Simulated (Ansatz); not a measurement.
**H₄OSiZn: basis-set convergence**

How large a basis does H₄OSiZn need? Two functionals are run in growing sets.

Program: Ansatz 0.2.0, Gaussian basis. Level of theory: one geometry, several basis sets. These are calculated values, not measurements.

Levels to be run: PBE0-D4/def2-SVP; ωB97M-V/def2-SVP; PBE0-D4/def2-QZVPP; ωB97M-V/def2-QZVPP; the functionals' def2-TZVPP values are taken from earlier runs.

### 1 Structure used throughout

All runs share one geometry, relaxed beforehand with PBE0-D4 in a triple-zeta def2 set.

SMILES `[SiH3][O][ZnH]`, 7 atoms, charge 0, spin multiplicity 1.

Atoms are counted from 1 here; the program's logs count them from 0.

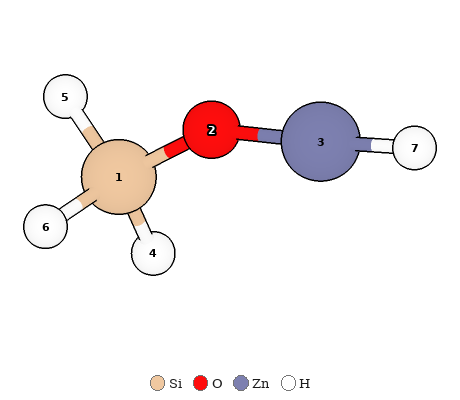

The structure; silicon light orange, oxygen red, zinc blue, hydrogen white; atoms are numbered from 1 in the order of the file.

Geometry (Å):

```mol
H4OSiZn
  3D, bonds by distance, orders not assigned

  7  6  0  0  0  0  0  0  0  0999 V2000
   -0.8488    0.6823   -0.3704 Si  0  0
    0.6079    0.0708   -0.0240 O   0  0
    1.6470   -1.1852    0.6474 Zn  0  0
   -1.7027   -0.3066   -1.0921 H   0  0
   -0.7020    1.8850   -1.2353 H   0  0
   -1.5790    1.0859    0.8667 H   0  0
    2.5777   -2.2322    1.2076 H   0  0
  1  2  8  0
  2  3  8  0
  1  4  8  0
  1  5  8  0
  1  6  8  0
  3  7  8  0
M  END
```

### 2 PBE0-D4 in def2-SVP

File in.yaml:

```yaml
crystal:
  periodic: [false, false, false]
  atoms:
    - {symbol: Si, position_ang: [-0.848813, 0.682329, -0.370392]}
    - {symbol: O, position_ang: [0.607882, 0.070772, -0.023957]}
    - {symbol: Zn, position_ang: [1.646985, -1.185152, 0.647436]}
    - {symbol: H, position_ang: [-1.702737, -0.306632, -1.092092]}
    - {symbol: H, position_ang: [-0.702042, 1.885003, -1.235293]}
    - {symbol: H, position_ang: [-1.578969, 1.085905, 0.866666]}
    - {symbol: H, position_ang: [2.577703, -2.232233, 1.207642]}
basis:
  gaussian: {orbitals: def2-SVP}
hamiltonian: {xc: pbe0, dispersion: d4}
output: {orbitals: {seedname: orbitals}}
```

Launch:

```console
$ ansatz run in.yaml --threads 2 --pin off --events-out ev --progress --plain --max-ram 32768MiB --backend cpu
```

Further steps of the session: ωB97M-V in def2-SVP; PBE0-D4 in def2-QZVPP; ωB97M-V in def2-QZVPP.

Before running them: what should the planned runs give, taken together? Wanted: PBE0-D4: double and triple zeta above quadruple; ωB97M-V: double and triple zeta above quadruple.

**Answer**, as computed:

| quantity | value |
| --- | --- |
| PBE0-D4: double and triple zeta above quadruple | 14.16, 1.62 eV |
| ωB97M-V: double and triple zeta above quadruple | 14.18, 1.55 eV |

In words: For PBE0-D4 the step from double to triple zeta gains 12.55 eV and the next only 1.62 eV. Total energies overstate the basis error of differences, where much of it tends to cancel. The LUMO of ωB97M-V is positive and keeps falling with the basis (1.36 to 0.56 eV): an unbound level that the basis holds in place.
